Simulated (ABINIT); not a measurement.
# A GW chain in ABINIT: RbCaH3 (Pm-3m)

Aim: the G0W0 gap of RbCaH3 (Pm-3m) on LDA, step by step.

Method: LDA and many-body steps on it, plane waves, in ABINIT 10.8.3.

## Step 1: The structure

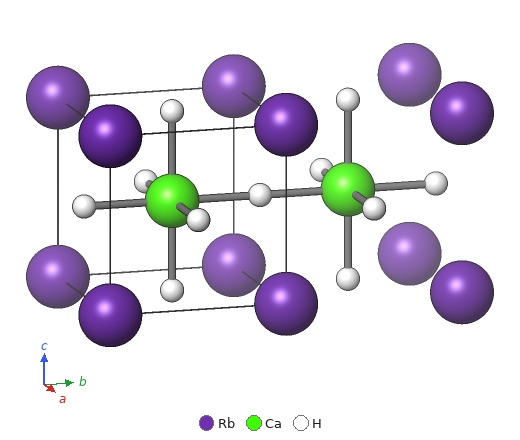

The starting structure, seen slightly off an axis (rubidium purple, calcium green, hydrogen white). 1×2×1 cells are drawn. Some periodic images of atoms are drawn too.

The cell and positions come from the Crystallography Open Database and are kept as given unless a step says otherwise.

## Step 2: Ground state

This step: ABINIT 10.8.3; DFT, LDA, plane waves, norm-conserving pseudopotentials.

The ground-state density comes first.

run.abi

```
acell 3*1.0 Angstrom
rprim 
  4.547000000000 0.000000000000 0.000000000000
  0.000000000000 4.547000000000 0.000000000000
  0.000000000000 0.000000000000 4.547000000000
ntypat 3
znucl 37 20 1
natom 5
typat 1 2 3 3 3
xred 
  0.000000000000 0.000000000000 0.000000000000
  0.500000000000 0.500000000000 0.500000000000
  0.000000000000 0.500000000000 0.500000000000
  0.500000000000 0.000000000000 0.500000000000
  0.500000000000 0.500000000000 0.000000000000
pp_dirpath "pseudos"
pseudos "Rb.upf, Ca.upf, H.upf"
ecut 31
ngkpt 4 4 4
nshiftk 1
shiftk 0 0 0
kptopt 1
chksymbreak 0
nband 17
occopt 1
tolvrs 1e-10
nstep 60
prtwf 0
optforces 0
optstress 0
indata_prefix "in"
outdata_prefix "out"
tmpdata_prefix "tmp"
```

Started as:

```console
> OMP_NUM_THREADS=1 mpirun -n 4 abinit run.abi > log
```

Numbers of over 12 decimals in the logs are rounded to 6 here.

Log:

```text
.Version 10.8.3 of ABINIT. v10.8.2 released Aug 2026.

 Symmetries : space group Pm -3 m (#221); Bravais cP (primitive cubic)
================================================================================
 Values of the parameters that define the memory need of the present run
     intxc =       0    ionmov =       0      iscf =       7    lmnmax =       6
     lnmax =       6     mgfft =      45  mpssoang =       3    mqgrid =    3001
     natom =       5  nloc_mem =       1    nspden =       1   nspinor =       1
    nsppol =       1      nsym =      48    n1xccc =    2501    ntypat =       3
    occopt =       1   xclevel =       1
-    mband =          17        mffmem =           1         mkmem =           3
       mpw =        5244          nfft =       91125          nkpt =          10
================================================================================
  Rough estimation (10% accuracy) of disk space for files :
================================================================================

--------------------------------------------------------------------------------
------------- Echo of variables that govern the present computation ------------
--------------------------------------------------------------------------------
 -outvars: echo values of preprocessed input variables --------
            acell      1.8897261259E+00  1.8897261259E+00  1.8897261259E+00 Bohr

      chksymbreak           0
             ecut      3.10000000E+01 Hartree
-          fftalg         312

              ixc       -1012
              kpt      0.00000000E+00  0.00000000E+00  0.00000000E+00
                       2.50000000E-01  0.00000000E+00  0.00000000E+00
                       5.00000000E-01  0.00000000E+00  0.00000000E+00
                       2.50000000E-01  2.50000000E-01  0.00000000E+00
                       5.00000000E-01  2.50000000E-01  0.00000000E+00
                       5.00000000E-01  5.00000000E-01  0.00000000E+00
                       2.50000000E-01  2.50000000E-01  2.50000000E-01
                       5.00000000E-01  2.50000000E-01  2.50000000E-01
                       5.00000000E-01  5.00000000E-01  2.50000000E-01
                       5.00000000E-01  5.00000000E-01  5.00000000E-01
         kptrlatt        4    0    0      0    4    0      0    0    4
          kptrlen      3.43703388E+01
P           mkmem           3
            natom           5
            nband          17
            ngfft          45      45      45
             nkpt          10
            nstep          60
             nsym          48
           ntypat           3
              occ      2.000000  2.000000  2.000000  2.000000  2.000000  2.000000
                       2.000000  2.000000  2.000000  2.000000  2.000000  0.000000
                       0.000000  0.000000  0.000000  0.000000  0.000000
        optforces           0
        optstress           0
            prtwf           0
            rprim      4.5470000000E+00  0.0000000000E+00  0.0000000000E+00
                       0.0000000000E+00  4.5470000000E+00  0.0000000000E+00
[...]
spgroup         221

           tolvrs      1.00000000E-10

             xred      0.0000000000E+00  0.0000000000E+00  0.0000000000E+00
[...]
znucl       37.00000   20.00000    1.00000

================================================================================

 chkinp: Checking input parameters for consistency.

================================================================================
== DATASET  1 ==================================================================
-   mpi_nproc: 4, omp_nthreads: 1 (-1 if OMP is not activated)

--- !DatasetInfo
iteration_state: {dtset: 1, }
dimensions: {natom: 5, nkpt: 10, mband: 17, nsppol: 1, nspinor: 1, nspden: 1, mpw: 5244, }
cutoff_energies: {ecut:  31.0, pawecutdg:  -1.0, }
electrons: {nelect:   2.20000000E+01, charge:   0.00000000E+00, occopt:   1.00000000E+00, tsmear:   1.00000000E-02, }

 Real(R)+Recip(G) space primitive vectors, cartesian coordinates (Bohr,Bohr^-1):
 R(1)=  8.5925847  0.0000000  0.0000000  G(1)=  0.1163794  0.0000000  0.0000000
 R(2)=  0.0000000  8.5925847  0.0000000  G(2)=  0.0000000  0.1163794  0.0000000
 R(3)=  0.0000000  0.0000000  8.5925847  G(3)=  0.0000000  0.0000000  0.1163794
 Unit cell volume ucvol=  6.3441211E+02 bohr^3
 Angles (23,13,12)=  9.00000000E+01  9.00000000E+01  9.00000000E+01 degrees

 getcut: wavevector=  0.0000  0.0000  0.0000  ngfft=  45  45  45
         ecut(hartree)=     31.000   => boxcut(ratio)=   2.04307

--- Pseudopotential description ------------------------------------------------
- Rb Generated using ONCVPSP code by D. R. Hamann
- 37.00000   9.00000  180309                  znucl, zion, pspdat
12 -1012 2 -1 2226                            pspcod,pspxc,lmax,lloc,mmax
     nproj     2     2     2
  pspatm : epsatm=   34.43095479
         --- l  ekb(1:nproj) -->
[...]
pspatm: atomic psp has been read  and splines computed

- Ca Generated using ONCVPSP code by D. R. Hamann
- 20.00000  10.00000  180309                  znucl, zion, pspdat
12 -1012 2 -1 1724                            pspcod,pspxc,lmax,lloc,mmax
     nproj     2     2     2
  pspatm : epsatm=   12.51424511
         --- l  ekb(1:nproj) -->
[...]
pspatm: atomic psp has been read  and splines computed

- H Generated using ONCVPSP code by D. R. Hamann
-  1.00000   1.00000  180309                  znucl, zion, pspdat
12 -1012 1 -1 1180                            pspcod,pspxc,lmax,lloc,mmax
     nproj     2     1     0
  pspatm : epsatm=    0.35439867
         --- l  ekb(1:nproj) -->
[...]
1   -0.275071
 pspatm: atomic psp has been read  and splines computed

   1.05618471E+03                                ecore*ucvol(ha*bohr**3)
--------------------------------------------------------------------------------

_setup2: Arith. and geom. avg. npw (full set) are    5232.297    5232.279

================================================================================

--- !BeginCycle
iteration_state: {dtset: 1, }
solver: {iscf: 7, nstep: 60, nline: 4, wfoptalg: 0, }
tolerances: {tolvrs: 1.00E-10, }

     iter   Etot(hartree)      deltaE(h)  residm     vres2
 ETOT  1  -67.507487728033    -6.751E+01 5.297E-02 2.520E+02
 ETOT  2  -67.577565480936    -7.008E-02 1.995E-02 2.932E+01
 ETOT  3  -67.579504985599    -1.940E-03 6.594E-02 6.108E+00
 ETOT  4  -67.579807081556    -3.021E-04 1.327E-03 1.256E-01
 ETOT  5  -67.579818444908    -1.136E-05 2.720E-04 2.940E-03
 ETOT  6  -67.579818808998    -3.641E-07 3.859E-04 1.409E-04
 ETOT  7  -67.579818825316    -1.632E-08 1.179E-04 1.209E-06
 ETOT  8  -67.579818825475    -1.588E-10 1.671E-04 1.747E-08
 ETOT  9  -67.579818825479    -3.709E-12 1.229E-04 3.715E-10
 ETOT 10  -67.579818825482    -3.098E-12 1.836E-04 1.571E-11

 At SCF step   10       vres2   =  1.57E-11 < tolvrs=  1.00E-10 =>converged.

--- !ResultsGS
iteration_state: {dtset: 1, }
comment   : Summary of ground state results
lattice_vectors:
- [  8.5925847,   0.0000000,   0.0000000, ]
- [  0.0000000,   8.5925847,   0.0000000, ]
- [  0.0000000,   0.0000000,   8.5925847, ]
lattice_lengths: [   8.59258,    8.59258,    8.59258, ]
lattice_angles: [ 90.000,  90.000,  90.000, ] # degrees, (23, 13, 12)
lattice_volume:   6.3441211E+02
convergence: {deltae: -3.098E-12, res2:  1.571E-11, residm:  1.836E-04, diffor:  0.000E+00, }
etotal    :  -6.75798188E+01
entropy   :   0.00000000E+00
fermie    :  -6.52540829E-03
cartesian_stress_tensor: null
pressure_GPa: null
xred      :
- [  0.0000E+00,   0.0000E+00,   0.0000E+00, Rb]
- [  5.0000E-01,   5.0000E-01,   5.0000E-01, Ca]
- [  0.0000E+00,   5.0000E-01,   5.0000E-01,  H]
- [  5.0000E-01,   0.0000E+00,   5.0000E-01,  H]
- [  5.0000E-01,   5.0000E-01,   0.0000E+00,  H]
cartesian_forces: null
force_length_stats: {min: null, max: null, mean: null, }

 Integrated electronic density in atomic spheres:
 ------------------------------------------------
 Atom  Sphere_radius  Integrated_density
[...]
================================================================================

 ----iterations are completed or convergence reached----

 Mean square residual over all n,k,spin=   20.241E-07; max=  18.358E-05
 reduced coordinates (array xred) for    5 atoms
       0.000000000000      0.000000000000      0.000000000000
       0.500000000000      0.500000000000      0.500000000000
       0.000000000000      0.500000000000      0.500000000000
       0.500000000000      0.000000000000      0.500000000000
       0.500000000000      0.500000000000      0.000000000000
 rms dE/dt=  0.0000E+00; max dE/dt=  0.0000E+00; dE/dt below (all hartree)
    1       0.000000000000      0.000000000000      0.000000000000
    2       0.000000000000      0.000000000000      0.000000000000
    3       0.000000000000      0.000000000000      0.000000000000
    4       0.000000000000      0.000000000000      0.000000000000
    5       0.000000000000      0.000000000000      0.000000000000

 cartesian coordinates (angstrom) at end:
    1      0.000000     0.000000     0.000000
    2      2.273500     2.273500     2.273500
    3      0.000000     2.273500     2.273500
    4      2.273500     0.000000     2.273500
    5      2.273500     2.273500     0.000000
 length scales=  1.889726125908  1.889726125908  1.889726125908 bohr
              =  1.000000000000  1.000000000000  1.000000000000 angstroms
 prteigrs : about to open file out_EIG
 Fermi (or HOMO) energy (hartree) =  -0.00653   Average Vxc (hartree)=  -0.30501
 Eigenvalues (hartree) for nkpt=  10  k points:
 kpt#   1, nband= 17, wtk=  0.01563, kpt=  0.0000  0.0000  0.0000 (reduced coord)
  -1.41121   -0.93480   -0.72233   -0.72233   -0.72233   -0.34883   -0.34883   -0.34883
  -0.10962   -0.01995   -0.01995    0.21017    0.21017    0.21017    0.25867    0.25870
   0.26149
 prteigrs : prtvol=0 or 1, do not print more k-points.

--- !EnergyTerms
iteration_state     : {dtset: 1, }
comment             : Components of total free energy in Hartree
kinetic             :  2.20551731399626E+01
hartree             :  1.49536679153443E+01
xc                  : -1.52821203974081E+01
Ewald energy        : -4.11470160702013E+01
psp_core            :  1.66482431963364E+00
local_psp           : -5.15301489593946E+01
non_local_psp       :  1.70580122658158E+00
total_energy        : -6.75798188254818E+01
total_energy_eV     : -1.83894055249360E+03
band_energy         : -1.13147495156412E+01

== END DATASET(S) ==============================================================
================================================================================

 -outvars: echo values of variables after computation  --------
           etotal     -6.7579818825E+01
            nband          17
             nkpt          10
          spgroup         221
 [... the other variables as echoed above ...]

 Calculation completed.
```

Wall time 20 s (4 MPI ranks of Arm Neoverse N1, shared host); peak memory 0.32 GiB.

This step gave:

* total energy: -1838.9406 eV
* gap: 2.932 eV
* k of the valence top: 0.5, 0.5, 0
* k of the conduction bottom: 0.5, 0.5, 0
* least direct gap: 2.932 eV

The gap is direct, at (0.500, 0.500, 0.000).

## Step 3: Empty states on the mesh, 2×2×2 mesh, 79 bands

The sums over transitions need many empty states on a uniform mesh; this step solves for them.

Changes to run.abi since step 2:

```diff
@@ -18,3 +18,3 @@
 ecut 31
-ngkpt 4 4 4
+ngkpt 2 2 2
 nshiftk 1
@@ -23,9 +23,10 @@
 chksymbreak 0
-nband 17
-occopt 1
-tolvrs 1e-10
+iscf -2
+irdden 1
+istwfk *1
+nband 79
+nbdbuf 6
+tolwfr 1e-09
 nstep 60
-prtwf 0
-optforces 0
-optstress 0
+prtvol 0
 indata_prefix "in"
```

Log:

```text
.Version 10.8.3 of ABINIT. v10.8.2 released Aug 2026.

 Symmetries : space group Pm -3 m (#221); Bravais cP (primitive cubic)
[... echo of the input left out ...]
== DATASET  1 ==================================================================
-   mpi_nproc: 4, omp_nthreads: 1 (-1 if OMP is not activated)

--- !DatasetInfo
iteration_state: {dtset: 1, }
dimensions: {natom: 5, nkpt: 4, mband: 79, nsppol: 1, nspinor: 1, nspden: 1, mpw: 5248, }
cutoff_energies: {ecut:  31.0, pawecutdg:  -1.0, }
electrons: {nelect:   2.20000000E+01, charge:   0.00000000E+00, occopt:   1.00000000E+00, tsmear:   1.00000000E-02, }

 Real(R)+Recip(G) space primitive vectors, cartesian coordinates (Bohr,Bohr^-1):
 R(1)=  8.5925847  0.0000000  0.0000000  G(1)=  0.1163794  0.0000000  0.0000000
 R(2)=  0.0000000  8.5925847  0.0000000  G(2)=  0.0000000  0.1163794  0.0000000
 R(3)=  0.0000000  0.0000000  8.5925847  G(3)=  0.0000000  0.0000000  0.1163794
 Unit cell volume ucvol=  6.3441211E+02 bohr^3
 Angles (23,13,12)=  9.00000000E+01  9.00000000E+01  9.00000000E+01 degrees

 getcut: wavevector=  0.0000  0.0000  0.0000  ngfft=  45  45  45
         ecut(hartree)=     31.000   => boxcut(ratio)=   2.04307

--- Pseudopotential description ------------------------------------------------
- Rb Generated using ONCVPSP code by D. R. Hamann
- 37.00000   9.00000  180309                  znucl, zion, pspdat
12 -1012 2 -1 2226                            pspcod,pspxc,lmax,lloc,mmax
     nproj     2     2     2
  pspatm : epsatm=   34.43095479
         --- l  ekb(1:nproj) -->
             0    9.016699   -0.508289
             1    3.217695   -0.387021
             2    1.152608   -1.054299
 pspatm: atomic psp has been read  and splines computed

- Ca Generated using ONCVPSP code by D. R. Hamann
- 20.00000  10.00000  180309                  znucl, zion, pspdat
12 -1012 2 -1 1724                            pspcod,pspxc,lmax,lloc,mmax
     nproj     2     2     2
  pspatm : epsatm=   12.51424511
         --- l  ekb(1:nproj) -->
[...]
pspatm: atomic psp has been read  and splines computed

- H Generated using ONCVPSP code by D. R. Hamann
-  1.00000   1.00000  180309                  znucl, zion, pspdat
12 -1012 1 -1 1180                            pspcod,pspxc,lmax,lloc,mmax
     nproj     2     1     0
  pspatm : epsatm=    0.35439867
         --- l  ekb(1:nproj) -->
[...]
1   -0.275071
 pspatm: atomic psp has been read  and splines computed

--------------------------------------------------------------------------------

================================================================================
 prteigrs : about to open file out_EIG
 Non-SCF case, kpt    1 (  0.00000  0.00000  0.00000), residuals and eigenvalues=
  2.80E-10  2.75E-10  1.50E-10  4.67E-10  5.94E-10  1.60E-10  5.46E-10  4.39E-10
  1.34E-10  1.60E-10  5.21E-10  1.80E-10  6.02E-10  5.24E-10  2.92E-10  4.67E-10
  7.77E-10  2.51E-10  8.44E-10  6.71E-10  3.28E-10  6.26E-10  1.43E-10  3.35E-10
[...]
5.02E-10  1.66E-05  5.26E-05  3.51E-08  1.26E-06  2.87E-05  2.36E-09
 -1.4112E+00 -9.3480E-01 -7.2233E-01 -7.2233E-01 -7.2233E-01 -3.4883E-01
 -3.4883E-01 -3.4883E-01 -1.0962E-01 -1.9952E-02 -1.9952E-02  2.1017E-01
  2.1017E-01  2.1017E-01  2.5867E-01  2.5867E-01  2.5867E-01  2.6152E-01
[...]
1.2615E+00  1.3787E+00  1.3787E+00  1.3787E+00  1.3832E+00  1.3832E+00
  1.3832E+00  1.4368E+00  1.4370E+00  1.4528E+00  1.4528E+00  1.4535E+00
  1.4566E+00
 prteigrs : prtvol=0 or 1, do not print more k-points.

--- !ResultsGS
iteration_state: {dtset: 1, }
comment   : Summary of ground state results
lattice_vectors:
- [  8.5925847,   0.0000000,   0.0000000, ]
- [  0.0000000,   8.5925847,   0.0000000, ]
- [  0.0000000,   0.0000000,   8.5925847, ]
lattice_lengths: [   8.59258,    8.59258,    8.59258, ]
lattice_angles: [ 90.000,  90.000,  90.000, ] # degrees, (23, 13, 12)
lattice_volume:   6.3441211E+02
convergence: {deltae:  0.000E+00, res2:  0.000E+00, residm:  9.977E-10, diffor:  0.000E+00, }
etotal    :  -6.75798188E+01
entropy   :   0.00000000E+00
fermie    :  -6.52540829E-03
cartesian_stress_tensor: null
pressure_GPa: null
xred      :
- [  0.0000E+00,   0.0000E+00,   0.0000E+00, Rb]
- [  5.0000E-01,   5.0000E-01,   5.0000E-01, Ca]
- [  0.0000E+00,   5.0000E-01,   5.0000E-01,  H]
- [  5.0000E-01,   0.0000E+00,   5.0000E-01,  H]
- [  5.0000E-01,   5.0000E-01,   0.0000E+00,  H]
cartesian_forces: null
force_length_stats: {min: null, max: null, mean: null, }

 Integrated electronic density in atomic spheres:
 ------------------------------------------------
 Atom  Sphere_radius  Integrated_density
[...]
================================================================================

 ----iterations are completed or convergence reached----

 Mean square residual over all n,k,spin=   48.459E-11; max=  99.767E-11
 reduced coordinates (array xred) for    5 atoms
[...]
0.500000000000      0.000000000000      0.500000000000
       0.500000000000      0.500000000000      0.000000000000

 cartesian coordinates (angstrom) at end:
    1      0.000000     0.000000     0.000000
    2      2.273500     2.273500     2.273500
    3      0.000000     2.273500     2.273500
    4      2.273500     0.000000     2.273500
    5      2.273500     2.273500     0.000000
 length scales=  1.889726125908  1.889726125908  1.889726125908 bohr
              =  1.000000000000  1.000000000000  1.000000000000 angstroms
 prteigrs : about to open file out_EIG
 Eigenvalues (hartree) for nkpt=   4  k points:
 kpt#   1, nband= 79, wtk=  0.12500, kpt=  0.0000  0.0000  0.0000 (reduced coord)
[...]
1.14571    1.17599    1.17599    1.21184    1.21184    1.21184    1.22343    1.22343
   1.22343    1.25332    1.26147    1.37865    1.37865    1.37865    1.38317    1.38317
   1.38317    1.43684    1.43701    1.45277    1.45279    1.45351    1.45661
 prteigrs : prtvol=0 or 1, do not print more k-points.

== END DATASET(S) ==============================================================
================================================================================

 -outvars: echo values of variables after computation  --------
            nband          79
             nkpt           4
          spgroup         221
 [... the other variables as echoed above ...]

 Calculation completed.
```

Run time: 25 s. Hardware: 4 MPI ranks; peak memory 0.3 GiB; 1.7 min of CPU time.

This step gave:

```yaml
gap: 2.932 eV
k_of_the_valence_top: 0.5, 0.5, 0
k_of_the_conduction_bottom: 0.5, 0.5, 0
least_direct_gap: 2.932 eV
k_points_computed: 4
lowest_point_of_the_top_converged_band_above_the_valence_top: 37.82 eV
```

On this mesh the gap is 2.932 eV.

(Part 1 of 2 ends here.)

[Paths, hosts, dates, memory and timing lines, banners, echoed tables and standing remarks are left out of the program output.]

[Logs are printed without paths, hosts, clocks, repeated set-up lines and the standing remarks that a program may print on its own settings, such as how far it seeks lower states.]

[Runs of the session that timed out or met a known fault of the program may be left out.]

[Hosts, paths, dates, database ids (printed as entryN), source tags and the programs' standing remarks are cut or masked in the printed files.]

[G0W0 gaps are taken among the corrected bands and points alone; a level outside them can change the order at an edge.]

[Where Ansatz stands beside ABINIT at settings called matched, ABINIT's density can come from a denser mesh and the files from another edition; pairs whose starting gaps differed by over 0.03 eV were left out, so agreement reads better than it is.]
